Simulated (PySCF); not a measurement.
# B2NH3F (SMILES BN[B]F) at UAPF/cc-pVDZ-F12 (COSMO carbontetrachloride)

What is the energy change on altering one bond length of B2NH3F at UAPF/cc-pVDZ-F12 (COSMO carbontetrachloride)? The job is set up through a Python script.

The results are computed with PySCF 2.14.0.

1 further run of the same task is left out (set aside as unsound or not needed).

**1. The structure to begin with**

B2NH3F: 7 atoms, total charge 0, spin state doublet. SMILES: `BN[B]F`. The shape is that of a GFN2-xTB optimisation. This is one conformer, not always the lowest.

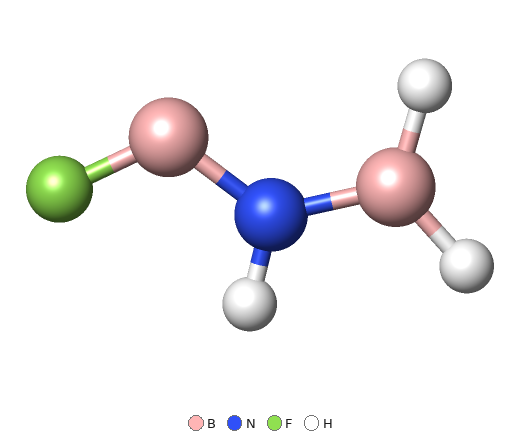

Viewed from a chosen angle; boron pink, nitrogen blue, fluorine green, hydrogen white.

**2. Energy and forces at UAPF/cc-pVDZ-F12 (COSMO carbontetrachloride)**

File geometry.xyz:

```xyz
7
B2FH3N
B     -0.834950     0.732020     0.337180
N      0.224240    -0.036960    -0.177230
B      0.649060    -1.343980     0.160780
F      1.698950    -1.831910    -0.501100
H     -1.016200     1.806670    -0.089720
H     -1.504970     0.274850     1.177700
H      0.783870     0.399310    -0.907610
```

File calc.py:

```python
from pyscf import gto, dft, solvent

mol = gto.M(
    atom='geometry.xyz',
    basis='cc-pvdz-f12',
    max_memory=1860,
    verbose=4,
    charge=0,
    spin=1,
)

mf = dft.UKS(mol)
mf.xc = 'apf'
mf = mf.PCM()
mf.with_solvent.method = 'COSMO'
mf.with_solvent.eps = 2.228  # carbontetrachloride
mf.kernel()

etot = mf.e_tot
print('Final energy', etot)
grad = mf.nuc_grad_method().kernel()
```

The run is started by

```bash
$ OMP_NUM_THREADS=1 python calc.py
```

Standard output:

```text
PySCF version 2.14.0

[INPUT] num. atoms = 7
[INPUT] num. electrons = 29
[INPUT] charge = 0
[INPUT] spin (= nelec alpha-beta = 2S) = 1
[INPUT] symmetry False subgroup None
[INPUT] Mole.unit = angstrom
[INPUT] Symbol           X                Y                Z      unit          X                Y                Z       unit  Magmom
[INPUT]  1 B     -0.834950000000   0.732020000000   0.337180000000 AA   -1.577826827706   1.383317317704   0.637177854681 Bohr   0.0
[INPUT]  2 N      0.224240000000  -0.036960000000  -0.177230000000 AA    0.423752186172  -0.069844277564  -0.334916161057 Bohr   0.0
[INPUT]  3 B      0.649060000000  -1.343980000000   0.160780000000 AA    1.226545638410  -2.539754116893   0.303830166308 Bohr   0.0
[INPUT]  4 F      1.698950000000  -1.831910000000  -0.501100000000 AA    3.210550199330  -3.461808184852  -0.946941761020 Bohr   0.0
[INPUT]  5 H     -1.016200000000   1.806670000000  -0.089720000000 AA   -1.920339687783   3.414111497468  -0.169546227896 Bohr   0.0
[INPUT]  6 H     -1.504970000000   0.274850000000   1.177700000000 AA   -2.843981125687   0.519391225337   2.225530456900 Bohr   0.0
[INPUT]  7 H      0.783870000000   0.399310000000  -0.907610000000 AA    1.481299617263   0.754586538800  -1.715134327916 Bohr   0.0

nuclear repulsion = 90.4374533132115
number of shells = 18
number of NR pGTOs = 189
number of NR cGTOs = 147
basis = cc-pvdz-f12
ecp = {}

******** <class 'pyscf.solvent._attach_solvent.PCMUKS'> ********
method = PCMUKS
initial guess = minao
damping factor = 0
level_shift factor = 0
DIIS = <class 'pyscf.scf.diis.CDIIS'>
diis_start_cycle = 1
diis_space = 8
diis_damp = 0
SCF conv_tol = 1e-09
SCF conv_tol_grad = None
SCF max_cycles = 50
direct_scf = True
direct_scf_tol = 1e-13
number electrons alpha = 15  beta = 14
XC library pyscf.dft.libxc version 7.0.0
    S. Lehtola, C. Steigemann, M. J.T. Oliveira, and M. A.L. Marques.,  SoftwareX 7, 1–5 (2018)
XC functionals = apf
radial grids:
    Treutler-Ahlrichs [JCP 102, 346 (1995); DOI:10.1063/1.469408] (M4) radial grids

becke partition: Becke, JCP 88, 2547 (1988); DOI:10.1063/1.454033
pruning grids: <function nwchem_prune>
grids dens level: 3
symmetrized grids: False
atomic radii adjust function: <function treutler_atomic_radii_adjust>
small_rho_cutoff = 0
******** <class 'pyscf.solvent.pcm.PCM'> (In testing) ********

WARN: PCM is an experimental feature. It is still in testing.
Features and APIs may be changed in the future.

lebedev_order = 29 (302 grids per sphere)
eps = 2.228
frozen = False
Set gradient conv threshold to 3.16228e-05
tot grids = 85680
PCM E_diel = -7.38825185604217e-05
Solvent Energy = -7.38825185604217e-05
init E= -206.322475144327
[... the frontier-level lines of each cycle are left out ...]

PCM E_diel = -0.0024306339933019
Solvent Energy = -0.0024306339933019
cycle= 1 E= -205.993921661576  delta_E= 0.329  |g|= 0.372  |ddm|= 1.29
PCM E_diel = -0.00189056262793587
Solvent Energy = -0.00189056262793587
cycle= 2 E= -205.947216375917  delta_E= 0.0467  |g|= 0.564  |ddm|= 0.479
PCM E_diel = -0.00164299863610024
Solvent Energy = -0.00164299863610024
cycle= 3 E= -206.046199502677  delta_E= -0.099  |g|= 0.0431  |ddm|= 0.214
PCM E_diel = -0.00166782921121295
Solvent Energy = -0.00166782921121295
cycle= 4 E= -206.046792178195  delta_E= -0.000593  |g|= 0.0248  |ddm|= 0.038
PCM E_diel = -0.00172147443809958
Solvent Energy = -0.00172147443809958
cycle= 5 E= -206.047037643237  delta_E= -0.000245  |g|= 0.00796  |ddm|= 0.02
PCM E_diel = -0.00169093813639886
Solvent Energy = -0.00169093813639886
cycle= 6 E= -206.047067558318  delta_E= -2.99e-05  |g|= 0.00194  |ddm|= 0.00592
PCM E_diel = -0.0016873434138365
Solvent Energy = -0.0016873434138365
cycle= 7 E= -206.047070263347  delta_E= -2.71e-06  |g|= 0.000578  |ddm|= 0.00235
PCM E_diel = -0.00168905595325687
Solvent Energy = -0.00168905595325687
cycle= 8 E= -206.047070574426  delta_E= -3.11e-07  |g|= 0.000177  |ddm|= 0.000929
PCM E_diel = -0.00168858732812407
Solvent Energy = -0.00168858732812407
cycle= 9 E= -206.047070602854  delta_E= -2.84e-08  |g|= 4.95e-05  |ddm|= 0.000227
PCM E_diel = -0.00168854360834001
Solvent Energy = -0.00168854360834001
cycle= 10 E= -206.047070605363  delta_E= -2.51e-09  |g|= 1.3e-05  |ddm|= 7.03e-05
PCM E_diel = -0.00168854383646848
Solvent Energy = -0.00168854383646848
cycle= 11 E= -206.047070605607  delta_E= -2.45e-10  |g|= 4.25e-06  |ddm|= 2.27e-05
PCM E_diel = -0.00168854870423555
Solvent Energy = -0.00168854870423555
Extra cycle  E= -206.047070605629  delta_E= -2.17e-11  |g|= 3.02e-06  |ddm|= 6.24e-06
converged SCF energy = -206.047070605629  <S^2> = 0.75236765  2S+1 = 2.0023663
Final energy -206.04707060562902

******** <class 'pyscf.solvent.grad.pcm.PCMGradients'> for <class 'pyscf.solvent._attach_solvent.PCMUKS'> ********
unit = Eh/Bohr
grid_response = False
--------------- PCMUKS (+PCM) gradients ---------------
         x                y                z
0 B    -0.0027503370     0.0054234146    -0.0005325850
1 N    -0.0036591709    -0.0008000803     0.0035384362
2 B    -0.0088191910    -0.0038089866     0.0099417000
3 F     0.0063601128     0.0034575515    -0.0075192649
4 H     0.0016175132    -0.0101886281     0.0041199903
5 H     0.0071149047     0.0046224653    -0.0087792874
6 H     0.0000062128     0.0013439381    -0.0006720376
----------------------------------------------
```

It took 59 s on 1 thread of Arm Neoverse V2, shared host; peak memory 1.8 GiB.

**3. The distorted shape, same level**

File start.xyz:

```xyz
7

B     -1.097422     0.854002     0.502650
N     -0.038232     0.085022    -0.011760
B      0.386588    -1.221998     0.326250
F      1.698950    -1.831910    -0.501100
H     -1.278672     1.928652     0.075750
H     -1.767442     0.396832     1.343170
H      0.521397     0.521292    -0.742140
```

File calc.py:

```python
import pyscf.grad
from pyscf import gto, dft, solvent

mol = gto.Mole()
mol.atom = 'start.xyz'
mol.charge = 0
mol.spin = 1
mol.max_memory = 1860
mol.basis = 'cc-pvdz-f12'
mol.verbose = 4
mol.build()

ks = dft.UKS(mol, xc='apf')
ks = ks.PCM()
ks.with_solvent.method = 'COSMO'
ks.with_solvent.eps = 2.228
ks.kernel()

energy = ks.e_tot
print(f'total energy: {energy:.8f} hartree')
grad = ks.Gradients().kernel()
```

The run is started by

```bash
$ OMP_NUM_THREADS=1 python calc.py
```

Standard output:

```text
PySCF version 2.14.0

[INPUT] num. atoms = 7
[INPUT] num. electrons = 29
[INPUT] charge = 0
[INPUT] spin (= nelec alpha-beta = 2S) = 1
[INPUT] symmetry False subgroup None
[INPUT] Mole.unit = angstrom
[INPUT] Symbol           X                Y                Z      unit          X                Y                Z       unit  Magmom
[INPUT]  1 B     -1.097422000000   0.854002000000   0.502650000000 AA   -2.073827023072   1.613829889831   0.949870836513 Bohr   0.0
[INPUT]  2 N     -0.038232000000   0.085022000000  -0.011760000000 AA   -0.072248009194   0.160668294563  -0.022223179225 Bohr   0.0
[INPUT]  3 B      0.386588000000  -1.221998000000   0.326250000000 AA    0.730545443043  -2.309241544766   0.616523148139 Bohr   0.0
[INPUT]  4 F      1.698950000000  -1.831910000000  -0.501100000000 AA    3.210550199330  -3.461808184852  -0.946941761020 Bohr   0.0
[INPUT]  5 H     -1.278672000000   1.928652000000   0.075750000000 AA   -2.416339883150   3.644624069595   0.143146753936 Bohr   0.0
[INPUT]  6 H     -1.767442000000   0.396832000000   1.343170000000 AA   -3.339981321054   0.749903797463   2.538223438732 Bohr   0.0
[INPUT]  7 H      0.521397000000   0.521292000000  -0.742140000000 AA    0.985297532170   0.985099110927  -1.402441346085 Bohr   0.0

nuclear repulsion = 84.539461690046
number of shells = 18
number of NR pGTOs = 189
number of NR cGTOs = 147
basis = cc-pvdz-f12
ecp = {}

******** <class 'pyscf.solvent._attach_solvent.PCMUKS'> ********
method = PCMUKS
initial guess = minao
damping factor = 0
level_shift factor = 0
DIIS = <class 'pyscf.scf.diis.CDIIS'>
diis_start_cycle = 1
diis_space = 8
diis_damp = 0
SCF conv_tol = 1e-09
SCF conv_tol_grad = None
SCF max_cycles = 50
direct_scf = True
direct_scf_tol = 1e-13
number electrons alpha = 15  beta = 14
XC library pyscf.dft.libxc version 7.0.0
    S. Lehtola, C. Steigemann, M. J.T. Oliveira, and M. A.L. Marques.,  SoftwareX 7, 1–5 (2018)
XC functionals = apf
radial grids:
    Treutler-Ahlrichs [JCP 102, 346 (1995); DOI:10.1063/1.469408] (M4) radial grids

becke partition: Becke, JCP 88, 2547 (1988); DOI:10.1063/1.454033
pruning grids: <function nwchem_prune>
grids dens level: 3
symmetrized grids: False
atomic radii adjust function: <function treutler_atomic_radii_adjust>
small_rho_cutoff = 0
******** <class 'pyscf.solvent.pcm.PCM'> (In testing) ********

WARN: PCM is an experimental feature. It is still in testing.
Features and APIs may be changed in the future.

lebedev_order = 29 (302 grids per sphere)
eps = 2.228
frozen = False
Set gradient conv threshold to 3.16228e-05
tot grids = 85680
PCM E_diel = -7.3555436743853e-05
Solvent Energy = -7.3555436743853e-05
init E= -206.051901675422
[... the frontier-level lines of each cycle are left out ...]

PCM E_diel = -0.00664469029328639
Solvent Energy = -0.00664469029328639
cycle= 1 E= -205.912153263372  delta_E= 0.14  |g|= 0.463  |ddm|= 1.25
PCM E_diel = -0.00396516852104781
Solvent Energy = -0.00396516852104781
cycle= 2 E= -205.600477754604  delta_E= 0.312  |g|= 1.08  |ddm|= 0.693
PCM E_diel = -0.0041392678596325
Solvent Energy = -0.0041392678596325
cycle= 3 E= -205.997191930738  delta_E= -0.397  |g|= 0.098  |ddm|= 0.423
PCM E_diel = -0.00346071571927543
Solvent Energy = -0.00346071571927543
cycle= 4 E= -206.000289920796  delta_E= -0.0031  |g|= 0.0574  |ddm|= 0.0705
PCM E_diel = -0.00366402083607836
Solvent Energy = -0.00366402083607836
cycle= 5 E= -206.001601806888  delta_E= -0.00131  |g|= 0.01  |ddm|= 0.0342
PCM E_diel = -0.00365513467824989
Solvent Energy = -0.00365513467824989
cycle= 6 E= -206.001660384556  delta_E= -5.86e-05  |g|= 0.00306  |ddm|= 0.0086
PCM E_diel = -0.00364997214962686
Solvent Energy = -0.00364997214962686
cycle= 7 E= -206.001668132907  delta_E= -7.75e-06  |g|= 0.00104  |ddm|= 0.00376
PCM E_diel = -0.00365238448559685
Solvent Energy = -0.00365238448559685
cycle= 8 E= -206.001669033465  delta_E= -9.01e-07  |g|= 0.000369  |ddm|= 0.00135
PCM E_diel = -0.00364977467314864
Solvent Energy = -0.00364977467314864
cycle= 9 E= -206.001669151116  delta_E= -1.18e-07  |g|= 9.68e-05  |ddm|= 0.000441
PCM E_diel = -0.00364963318783239
Solvent Energy = -0.00364963318783239
cycle= 10 E= -206.00166916091  delta_E= -9.79e-09  |g|= 3.72e-05  |ddm|= 0.000115
PCM E_diel = -0.00365003360895362
Solvent Energy = -0.00365003360895362
cycle= 11 E= -206.001669162214  delta_E= -1.3e-09  |g|= 2.61e-05  |ddm|= 4.62e-05
PCM E_diel = -0.00364993087100684
Solvent Energy = -0.00364993087100684
cycle= 12 E= -206.001669162597  delta_E= -3.82e-10  |g|= 4.8e-06  |ddm|= 1.87e-05
PCM E_diel = -0.00364988525921349
Solvent Energy = -0.00364988525921349
Extra cycle  E= -206.0016691626  delta_E= -3.47e-12  |g|= 7.22e-06  |ddm|= 6.3e-06
converged SCF energy = -206.0016691626  <S^2> = 0.75321925  2S+1 = 2.0032167
total energy: -206.00166916 hartree

******** <class 'pyscf.solvent.grad.pcm.PCMGradients'> for <class 'pyscf.solvent._attach_solvent.PCMUKS'> ********
unit = Eh/Bohr
grid_response = False
--------------- PCMUKS (+PCM) gradients ---------------
         x                y                z
0 B     0.0033973758     0.0027938556    -0.0045179011
1 N    -0.0214738598     0.0204835300     0.0076528497
2 B    -0.0654571528     0.0164062688     0.0489821575
3 F     0.0769382442    -0.0371649206    -0.0477749954
4 H     0.0008520638    -0.0090744194     0.0041865154
5 H     0.0065964358     0.0045975642    -0.0083091397
6 H    -0.0009644201     0.0020251871    -0.0001880840
----------------------------------------------
```

Wall time 62 s (1 thread of Arm Neoverse V2, shared host); peak memory 1.8 GiB.

**4. Outcome**

Level: UAPF/cc-pVDZ-F12 (COSMO carbontetrachloride).

| quantity | value |
| --- | --- |
| first shape: total energy | -206.04707 Eh |
| first shape: dipole moment | 1.37 D |
| first shape: HOMO energy (highest over α and β) | -6.65 eV |
| first shape: LUMO energy (lowest over α and β) | -1.87 eV |
| first shape: solvent term in the energy | -4.4 kJ/mol |
| first shape: ⟨S²⟩ | 0.752 |
| first shape: largest force on an atom | 0.711 eV/Å |
| distorted shape: total energy | -206.00167 Eh |
| distorted shape: dipole moment | 2.79 D |
| distorted shape: HOMO energy (highest over α and β) | -7.57 eV |
| distorted shape: LUMO energy (lowest over α and β) | -2.63 eV |
| distorted shape: solvent term in the energy | -9.6 kJ/mol |
| distorted shape: ⟨S²⟩ | 0.753 |
| distorted shape: largest force on an atom | 5.034 eV/Å |
| energy change with the B3–F4 bond stretched from 1.334 to 1.667 Å | 1.235 eV |

In words: With the B3–F4 bond stretched from 1.334 to 1.667 Å the energy rises by 1.24 eV (119 kJ/mol). The first shape isn't relaxed at this level, so the change isn't measured from a minimum. The largest force (first shape) is 0.71 eV/Å: the shape isn't a stationary point for this species at this level. Mulliken charges (distorted shape) run from -0.49 on F4 to +0.45 on B3; they depend strongly on the basis.
